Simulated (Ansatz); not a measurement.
**FH3SSi···HF: density, localisation and related maps**

```xyz
8

Si   -0.4559    0.2130   -0.3608
F     0.0642   -0.8923    2.1584
H     0.5777    1.0337    0.2823
F    -0.6194    0.7458   -1.8746
H    -0.1786   -1.2135   -0.4795
S    -2.3219    0.5231    0.6822
H    -2.9627   -0.5570    0.2235
H    -0.7548   -0.5995    2.4265
```

The calculation used Ansatz 0.2.0, RHF/def2-SVP.

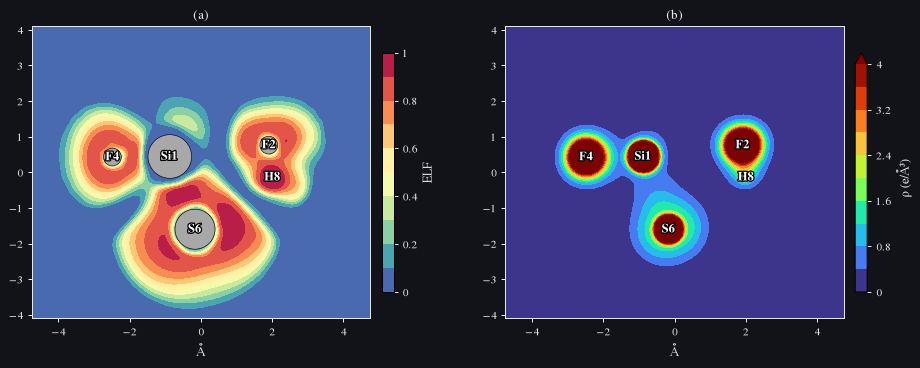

Figure 1. (a) electron localisation function; (b) total electron density on the plane of atoms F4, Si1 and S6. Grey discs cover the atomic cores in the ELF map.

What does the map show?

- The plane passes through Si, F, S and H nuclei.
- Si1···F2 (2.80 Å): the density falls to about 0.08 e/Å³ on the way; the ELF dips to about 0 between them.
- Si–F (1.61 Å): ρ at the midpoint is about 1 e/Å³; the ELF peaks at about 0.85 in the valence shell of F, 0.6 Å from its nucleus, and is about 0.40 at the midpoint.
- Si–S (2.16 Å): the density is about 0.83 e/Å³ at the midpoint; the ELF peaks at about 0.95 between the atoms; localised, covalent bonding.
- F–H (0.91 Å): ρ is about 4.8 e/Å³ halfway; the ELF climbs to about 1 towards the hydrogen, as it does in any bond to H: a covalent bond by its length.
- The ELF also peaks beside S6, F4 and F2, away from the bonds: lone-pair regions.

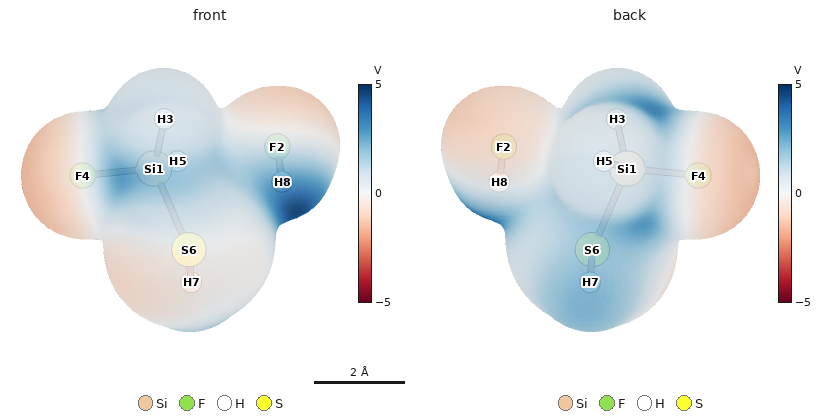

Figure 2. The molecular electrostatic potential painted on the density surface at 0.004 e/bohr³, seen from the front and from behind; red is negative and blue positive.

Where is the surface potential most negative and most positive?

The most negative region (about −1.4 V) lies over F4, the most positive (about +4.3 V) over H8.

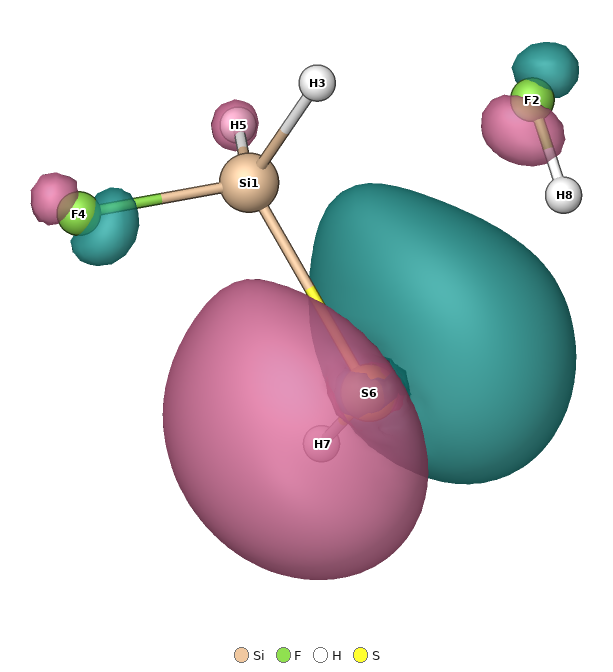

Figure 3. The HOMO at ±0.1 Å⁻³ᐟ² (teal and pink are the two phases), seen at a tilt.

What is the character of this orbital?

Its weight (Hirshfeld) is mainly on S6 (about 85 %); largely a lone pair of S6. Its energy is −11.04 eV.
